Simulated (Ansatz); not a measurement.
## Si₂NH₃: geometry relaxation (part 1 of 2)

The run: geometry relaxation of Si₂NH₃. Method and program: UKS B3LYP-D4/def2-SVP (Ansatz 0.2.0).

It belongs to a series of runs on one base structure; here: end point A relaxed. Figures and captions count atoms from 1; the log counts them from 0 in places.

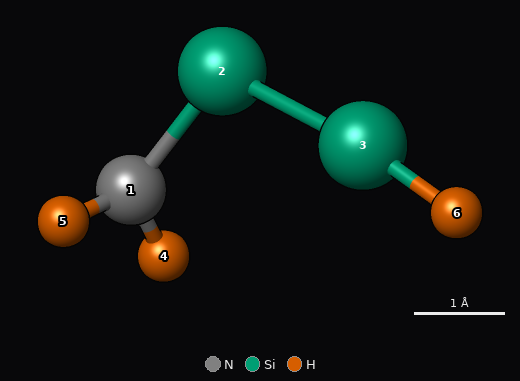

**Figure 1.** The starting structure (ball-and-stick view, seen at a tilt; atoms are numbered from 1 in the order of the input). Bond lengths as drawn: H–N 1.01 Å, H–Si 1.51 Å, N–Si 1.76 Å and Si–Si 2.18 Å.

Results in brief

| quantity | value |
| --- | --- |
| outcome | converged |
| total energy | −17287.0968 eV |
| mean-field energy | −17286.8791 eV |
| largest force (length of the vector) at the end | 0.017 eV/Å |
| hardware | 2 threads of Arm Neoverse V1, 24 GiB of memory available, shared host |
| wall time | 69 s (CPU time 2.2 min) |
| peak memory | 0.17 GiB |

Input
```yaml
crystal:
  periodic: [false, false, false]
  atoms:
    - { symbol: "N", position_ang: [-1.04988, 0.27567, -0.90539] }
    - { symbol: Si, position_ang: [0.53737, -0.45881, -1.06422] }
    - { symbol: Si, position_ang: [1.48725, -0.4802, 0.89858] }
    - { symbol: H, position_ang: [-1.77345, -0.14072, -0.33906] }
    - { symbol: H, position_ang: [-1.15761, 1.27824, -0.91981] }
    - { symbol: H, position_ang: [1.95632, -0.47418, 2.3299] }
magnetization:
  spin_polarized: true
basis:
  gaussian: { orbitals: def2-SVP }
hamiltonian:
  xc: b3lyp
  dispersion: d4
relax:
  f_tol: 0.02
  max_steps: 50
output:
  orbitals: {}
```

Launch command:
```bash
ansatz run input.yaml --threads 2 --pin off --max-ram 3072MiB --backend cpu --events-out ev --progress --plain --runs-dir out
```

What the program printed
```
The last accepted step is kept in [file] (removed where the run ends without a failure and the disk answers)
Engine: ansatz 0.2.0, aarch64-unknown-linux-gnu
Functional definition: B3LYP
  parameter a0 = 0.2
  parameter ax = 0.72
  parameter ac = 0.81
  exchange = (1 - a0 - ax)*slater_x + ax*b88_x + a0*exact_x
  correlation = (1 - ac)*vwn_rpa_c + ac*lyp_c
669 factors; integrals over basis functions are off by at most 4.0e-4 eV
mean field evaluation 1: about -17278.5213 eV, gradient 4.0e1 eV
mean field evaluation 2: about -17219.4409 eV, gradient 8.9e1 eV
mean field evaluation 4: about -17283.7611 eV, gradient 1.3e1 eV
mean field evaluation 8: about -17285.3512 eV, gradient 2.5e-1 eV
mean field evaluation 16: about -17285.3520 eV, gradient 1.6e-4 eV
mean field evaluation 32: about -17284.6922 eV, gradient 5.0e0 eV
mean field -17285.38976871 eV, -635.2263575422 hartree, gradient 1.9e-5 eV, S^2 0.394325; 7 other end points of the search recorded, 0 dependent functions left out
the calculation of the forces begins
reference -17285.39000075 eV, -635.2263660692 hartree; 19, 19 occupied and 46, 46 virtual orbitals, 669 factors
relax step   1: F+E_penalty+E_count = -17285.61512166 eV  Δ(F+E_penalty+E_count) = +0.000e0 eV  max|allowed force component| = 1.781e0 eV/Å  Δτ_max = 0.0000 Å  (119 SCF iters, accepted)
these checks for a lower state are left out or cut short: starts, cluster_reference, orbital_swaps, neighbouring_geometries, increment
669 factors; integrals over basis functions are off by at most 4.4e-4 eV
mean field -17285.60173940 eV, -635.2341473212 hartree, gradient 1.7e-5 eV, S^2 0.367166; 0 other end points of the search recorded, 0 dependent functions left out
[... from here on the field's lines of each further geometry are left out, up to the last ...]
relax step   2: F+E_penalty+E_count = -17285.83077623 eV  Δ(F+E_penalty+E_count) = -2.157e-1 eV  max|allowed force component| = 4.262e-1 eV/Å  Δτ_max = 0.1949 Å  (46 SCF iters, accepted)
relax step   3: F+E_penalty+E_count = -17285.93155958 eV  Δ(F+E_penalty+E_count) = -1.008e-1 eV  max|allowed force component| = 7.950e-1 eV/Å  Δτ_max = 0.1907 Å  (45 SCF iters, accepted)
relax step   4: F+E_penalty+E_count = -17286.08940019 eV  Δ(F+E_penalty+E_count) = -1.578e-1 eV  max|allowed force component| = 1.281e0 eV/Å  Δτ_max = 0.1988 Å  (45 SCF iters, accepted)
relax step   5: F+E_penalty+E_count = -17286.31340356 eV  Δ(F+E_penalty+E_count) = -2.240e-1 eV  max|allowed force component| = 1.317e0 eV/Å  Δτ_max = 0.1948 Å  (45 SCF iters, accepted)
relax step   6: F+E_penalty+E_count = -17286.50024658 eV  Δ(F+E_penalty+E_count) = -1.868e-1 eV  max|allowed force component| = 9.387e-1 eV/Å  Δτ_max = 0.2000 Å  (43 SCF iters, accepted)
relax step   7: F+E_penalty+E_count = -17286.69666038 eV  Δ(F+E_penalty+E_count) = -1.964e-1 eV  max|allowed force component| = 8.355e-1 eV/Å  Δτ_max = 0.2000 Å  (44 SCF iters, accepted)
relax step   8: F+E_penalty+E_count = -17286.86025775 eV  Δ(F+E_penalty+E_count) = -1.636e-1 eV  max|allowed force component| = 3.879e-1 eV/Å  Δτ_max = 0.2000 Å  (44 SCF iters, accepted)
relax step   9: F+E_penalty+E_count = -17286.91253859 eV  Δ(F+E_penalty+E_count) = -5.228e-2 eV  max|allowed force component| = 2.257e-1 eV/Å  Δτ_max = 0.2000 Å  (43 SCF iters, accepted)
relax step  10: F+E_penalty+E_count = -17286.79337923 eV  Δ(F+E_penalty+E_count) = +1.192e-1 eV  max|allowed force component| = 2.110e0 eV/Å  Δτ_max = 0.1789 Å  (37 SCF iters, rejected (line search))
relax step  11: F+E_penalty+E_count = -17286.93539131 eV  Δ(F+E_penalty+E_count) = -2.285e-2 eV  max|allowed force component| = 1.814e-1 eV/Å  Δτ_max = 0.0892 Å  (42 SCF iters, accepted)
relax step  12: F+E_penalty+E_count = -17286.95301581 eV  Δ(F+E_penalty+E_count) = -1.762e-2 eV  max|allowed force component| = 1.609e-1 eV/Å  Δτ_max = 0.0974 Å  (46 SCF iters, accepted)
relax step  13: F+E_penalty+E_count = -17286.96266677 eV  Δ(F+E_penalty+E_count) = -9.651e-3 eV  max|allowed force component| = 1.405e-1 eV/Å  Δτ_max = 0.1499 Å  (46 SCF iters, accepted)
relax step  14: F+E_penalty+E_count = -17286.96798278 eV  Δ(F+E_penalty+E_count) = -5.316e-3 eV  max|allowed force component| = 3.753e-1 eV/Å  Δτ_max = 0.1871 Å  (62 SCF iters, accepted)
relax step  15: F+E_penalty+E_count = -17286.96992691 eV  Δ(F+E_penalty+E_count) = -1.944e-3 eV  max|allowed force component| = 4.031e-1 eV/Å  Δτ_max = 0.0677 Å  (46 SCF iters, accepted)
relax step  16: F+E_penalty+E_count = -17286.96900227 eV  Δ(F+E_penalty+E_count) = +9.246e-4 eV  max|allowed force component| = 2.090e-1 eV/Å  Δτ_max = 0.1388 Å  (98 SCF iters, rejected (line search))
relax step  17: F+E_penalty+E_count = -17286.97827599 eV  Δ(F+E_penalty+E_count) = -8.349e-3 eV  max|allowed force component| = 2.556e-1 eV/Å  Δτ_max = 0.0441 Å  (75 SCF iters, accepted)
relax step  18: F+E_penalty+E_count = -17286.97608699 eV  Δ(F+E_penalty+E_count) = +2.189e-3 eV  max|allowed force component| = 5.277e-1 eV/Å  Δτ_max = 0.0315 Å  (97 SCF iters, rejected (line search))
relax step  19: F+E_penalty+E_count = -17286.98081587 eV  Δ(F+E_penalty+E_count) = -2.540e-3 eV  max|allowed force component| = 2.130e-1 eV/Å  Δτ_max = 0.0156 Å  (56 SCF iters, accepted)
relax step  20: F+E_penalty+E_count = -17286.98105095 eV  Δ(F+E_penalty+E_count) = -2.351e-4 eV  max|allowed force component| = 1.613e-1 eV/Å  Δτ_max = 0.0470 Å  (99 SCF iters, accepted)
relax step  21: F+E_penalty+E_count = -17286.98298612 eV  Δ(F+E_penalty+E_count) = -1.935e-3 eV  max|allowed force component| = 1.440e-1 eV/Å  Δτ_max = 0.0225 Å  (58 SCF iters, accepted)
relax step  22: F+E_penalty+E_count = -17286.98402519 eV  Δ(F+E_penalty+E_count) = -1.039e-3 eV  max|allowed force component| = 7.067e-2 eV/Å  Δτ_max = 0.0339 Å  (61 SCF iters, accepted)
relax step  23: F+E_penalty+E_count = -17286.98661384 eV  Δ(F+E_penalty+E_count) = -2.589e-3 eV  max|allowed force component| = 1.092e-1 eV/Å  Δτ_max = 0.0739 Å  (78 SCF iters, accepted)
relax step  24: F+E_penalty+E_count = -17286.98568338 eV  Δ(F+E_penalty+E_count) = +9.305e-4 eV  max|allowed force component| = 3.922e-1 eV/Å  Δτ_max = 0.1951 Å  (51 SCF iters, rejected (line search))
relax step  25: F+E_penalty+E_count = -17286.99171066 eV  Δ(F+E_penalty+E_count) = -5.097e-3 eV  max|allowed force component| = 1.543e-1 eV/Å  Δτ_max = 0.0974 Å  (46 SCF iters, accepted)
relax step  26: F+E_penalty+E_count = -17286.99798068 eV  Δ(F+E_penalty+E_count) = -6.270e-3 eV  max|allowed force component| = 1.588e-1 eV/Å  Δτ_max = 0.0979 Å  (48 SCF iters, accepted)
relax step  27: F+E_penalty+E_count = -17287.01509974 eV  Δ(F+E_penalty+E_count) = -1.712e-2 eV  max|allowed force component| = 3.544e-1 eV/Å  Δτ_max = 0.1474 Å  (37 SCF iters, accepted)
relax step  28: F+E_penalty+E_count = -17287.03623500 eV  Δ(F+E_penalty+E_count) = -2.114e-2 eV  max|allowed force component| = 5.668e-1 eV/Å  Δτ_max = 0.1954 Å  (35 SCF iters, accepted)
relax step  29: F+E_penalty+E_count = -17287.05657118 eV  Δ(F+E_penalty+E_count) = -2.034e-2 eV  max|allowed force component| = 1.015e0 eV/Å  Δτ_max = 0.1951 Å  (34 SCF iters, accepted)
relax step  30: F+E_penalty+E_count = -17287.08272447 eV  Δ(F+E_penalty+E_count) = -2.615e-2 eV  max|allowed force component| = 1.497e-1 eV/Å  Δτ_max = 0.0608 Å  (33 SCF iters, accepted)
relax step  31: F+E_penalty+E_count = -17287.08383532 eV  Δ(F+E_penalty+E_count) = -1.111e-3 eV  max|allowed force component| = 5.714e-1 eV/Å  Δτ_max = 0.1469 Å  (35 SCF iters, accepted)
relax step  32: F+E_penalty+E_count = -17287.08625779 eV  Δ(F+E_penalty+E_count) = -2.422e-3 eV  max|allowed force component| = 4.459e-1 eV/Å  Δτ_max = 0.0357 Å  (30 SCF iters, accepted)
relax step  33: F+E_penalty+E_count = -17287.09474315 eV  Δ(F+E_penalty+E_count) = -8.485e-3 eV  max|allowed force component| = 4.083e-2 eV/Å  Δτ_max = 0.0781 Å  (34 SCF iters, accepted)
relax step  34: F+E_penalty+E_count = -17287.09589932 eV  Δ(F+E_penalty+E_count) = -1.156e-3 eV  max|allowed force component| = 1.537e-2 eV/Å  Δτ_max = 0.0524 Å  (31 SCF iters, accepted)
relax step  35: F+E_penalty+E_count = -17287.09614265 eV  Δ(F+E_penalty+E_count) = -2.433e-4 eV  max|allowed force component| = 6.979e-2 eV/Å  Δτ_max = 0.0606 Å  (34 SCF iters, accepted)
the calculation of the forces begins
reference -17286.87913008 eV, -635.2810905630 hartree; 19, 19 occupied and 46, 46 virtual orbitals, 669 factors
relax step  36: F+E_penalty+E_count = -17287.09655971 eV  Δ(F+E_penalty+E_count) = -4.171e-4 eV  max|allowed force component| = 1.377e-2 eV/Å  Δτ_max = 0.0200 Å  (31 SCF iters, accepted)
669 factors; integrals over basis functions are off by at most 1.2e-3 eV
mean field evaluation 384: about -17286.3773 eV, gradient 7.5e0 eV
```

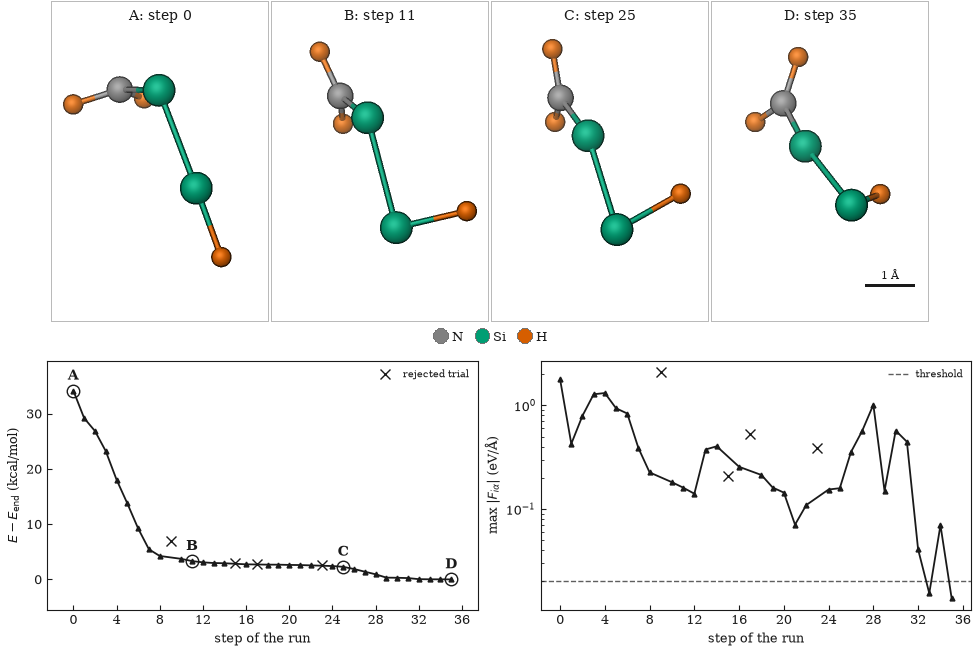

**Figure 2.** Frames of the relaxation (ball-and-stick view, seen at a tilt) above the curves, on which the letters mark them (the first geometry is step 0 here and step 1 in the log).

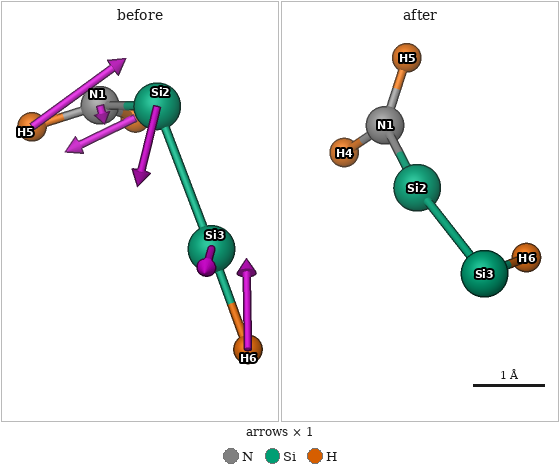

**Figure 3.** Before (left) and after (right) the relaxation, at one scale (ball-and-stick view, seen at a tilt). The pink arrows give the displacements, at true length. Over 35 geometry steps the energy falls by 34.2 kcal/mol. The largest force component goes from 1.8 to 0.014 eV/Å. The line search rejected the trial steps at points 9, 15, 17, 23 (counted from 0) and went back. The largest move after the best rigid fit is that of H5, 1.66 Å. By element the largest moves are H 1.66 Å, Si 1.20 Å, N 0.29 Å. Among the contacts that change: Si3–H6 1.506 → 1.633 Å, Si2–Si3 2.181 → 2.124 Å, N1–Si2 1.756 → 1.704 Å, N1–H4 1.009 → 1.016 Å. Among the angles that change: Si2–Si3–H6 172.3° → 56.4°, N1–Si2–Si3 108.4° → 167.0°, H4–N1–H5 110.0° → 112.9°. (Atoms are counted from 1 in the order of the input.)

```
mean field -17286.87890425 eV, -635.2810822638 hartree, gradient 2.7e-5 eV, S^2 0.000000; 2 other end points of the search recorded, 0 dependent functions left out
the calculation of the forces begins
reference -17286.87913008 eV, -635.2810905630 hartree; 19, 19 occupied and 46, 46 virtual orbitals, 669 factors
Total energy: -17287.09678554 eV, -635.2890892537 hartree
Atom 0 at    -0.962924     0.242727    -0.690851 Å, force    -0.002229    -0.001633    -0.002154 eV/Å
Atom 1 at     0.464430     0.393984     0.228347 Å, force     0.013766    -0.004899     0.008092 eV/Å
Atom 2 at     2.196904     0.107436     1.422739 Å, force    -0.004059     0.009677    -0.003304 eV/Å
Atom 3 at    -1.895812     0.331565    -0.297952 Å, force     0.002201    -0.000100    -0.000089 eV/Å
Atom 4 at    -0.970347     0.018739    -1.682002 Å, force    -0.001041     0.001205     0.002138 eV/Å
Atom 5 at     1.167750    -1.094451     1.019718 Å, force    -0.008636    -0.004251    -0.004683 eV/Å
Dipole moment:    -0.600909    -0.015382    -0.397946 e Å
```

Trajectory as extended XYZ (Å, eV, eV/Å), 36 frames, from step=1 to step=36
```
6
Properties=species:S:1:pos:R:3:forces:R:3 step=1 energy=-17285.61512
N    -1.0499    0.2757   -0.9054   -0.0851  -0.1277   0.0896
Si    0.5374   -0.4588   -1.0642    0.1496  -0.3842  -1.7807
Si    1.4872   -0.4802    0.8986   -0.0968   0.4158   1.2012
H    -1.7734   -0.1407   -0.3391   -0.2528  -0.1314   0.3485
H    -1.1576    1.2782   -0.9198   -0.0241   0.4533  -0.0851
H     1.9563   -0.4742    2.3299    0.3092  -0.2258   0.2265
6
Properties=species:S:1:pos:R:3:forces:R:3 step=2 energy=-17285.83078
N    -1.0212    0.2552   -0.8760   -0.4262  -0.0975   0.2424
Si    0.5699   -0.4538   -1.2129    0.0384  -0.0263  -0.0360
Si    1.3544   -0.3858    0.9190    0.1918   0.2077   0.2908
H    -1.6652   -0.1351   -0.1771    0.3263   0.3005  -0.2629
H    -1.1651    1.2603   -0.9861   -0.0723  -0.1847  -0.0871
H     1.9272   -0.5408    2.3331   -0.0579  -0.1996  -0.1472
6
Properties=species:S:1:pos:R:3:forces:R:3 step=3 energy=-17285.93156
N    -1.0416    0.2411   -0.8875   -0.3011   0.1622   0.3644
Si    0.5913   -0.4035   -1.1872   -0.2889   0.1220   0.1281
Si    1.3740   -0.3087    0.9600    0.2316   0.2517   0.4935
H    -1.6178   -0.0764   -0.0860    0.4740   0.4836  -0.6330
H    -1.2571    1.2202   -1.1482    0.0073  -0.7950   0.0670
H     1.9512   -0.6728    2.3489   -0.1229  -0.2246  -0.4199
6
Properties=species:S:1:pos:R:3:forces:R:3 step=4 energy=-17286.08940
N    -1.0640    0.2244   -0.9006   -0.1756   0.6181   0.2997
Si    0.6061   -0.3477   -1.1142   -0.4838   0.1275   0.0817
Si    1.4037   -0.2014    1.0254    0.2650   0.1764   0.7976
H    -1.5917    0.0082   -0.0311    0.4145   0.4614  -0.8449
H    -1.3467    1.1492   -1.3108    0.1804  -1.2808   0.3825
H     1.9927   -0.8328    2.3313   -0.2006  -0.1026  -0.7166
6
Properties=species:S:1:pos:R:3:forces:R:3 step=5 energy=-17286.31340
N    -1.0695    0.2130   -0.8944    0.0464   0.8311  -0.0725
Si    0.6214   -0.3024   -1.0138   -0.6553   0.1410   0.0603
Si    1.4130   -0.0583    1.1217    0.4119  -0.1990   1.0144
H    -1.5856    0.1111   -0.0062    0.2343   0.2775  -0.6719
H    -1.4104    1.0395   -1.4520    0.3073  -1.3167   0.6042
H     2.0310   -1.0030    2.2447   -0.3446   0.2661  -0.9344
6
Properties=species:S:1:pos:R:3:forces:R:3 step=6 energy=-17286.50025
N    -1.0932    0.2423   -0.9075    0.3303   0.5941  -0.0903
Si    0.6118   -0.2283   -0.8774   -0.6730   0.0689   0.0764
Si    1.4112   -0.0955    1.2789   -0.0374   0.2740   0.3707
H    -1.6669    0.2324   -0.0550    0.1660   0.0753  -0.4818
H    -1.4594    0.9269   -1.6098    0.4076  -0.9387   0.7080
H     2.1965   -1.0779    2.1708   -0.1935  -0.0736  -0.5831
6
Properties=species:S:1:pos:R:3:forces:R:3 step=7 energy=-17286.69666
N    -1.0541    0.2447   -0.8714    0.3503   0.4759  -0.2649
Si    0.6386   -0.2389   -0.8016   -0.8355   0.2085  -0.0993
Si    1.3101   -0.0078    1.3774    0.1895  -0.0020   0.4903
H    -1.6523    0.2856   -0.0399    0.1618   0.0380  -0.3665
H    -1.4286    0.8381   -1.6405    0.3150  -0.7763   0.6210
H     2.1864   -1.1217    1.9759   -0.1811   0.0559  -0.3806
6
Properties=species:S:1:pos:R:3:forces:R:3 step=8 energy=-17286.86026
N    -1.0135    0.2698   -0.8351   -0.0139   0.2825  -0.1801
Si    0.6537   -0.1490   -0.7266   -0.0453  -0.0380  -0.1313
Si    1.2462    0.0259    1.4987    0.2430  -0.0891   0.3879
H    -1.6243    0.3811   -0.0278   -0.0574  -0.0003  -0.1622
H    -1.4227    0.6490   -1.6946    0.0419  -0.2706   0.2763
H     2.1606   -1.1768    1.7854   -0.1683   0.1154  -0.1906
6
Properties=species:S:1:pos:R:3:forces:R:3 step=9 energy=-17286.91254
N    -0.9879    0.2892   -0.8154   -0.0297   0.1556  -0.1706
Si    0.6800   -0.1050   -0.6357   -0.1694   0.1109  -0.0767
Si    1.2489    0.0684    1.6199    0.2257  -0.1428   0.0646
H    -1.6356    0.4446   -0.0446   -0.0029  -0.0476  -0.1075
H    -1.4097    0.5119   -1.7205    0.0788  -0.1499   0.2235
H     2.1044   -1.2092    1.5962   -0.1025   0.0738   0.0667
```
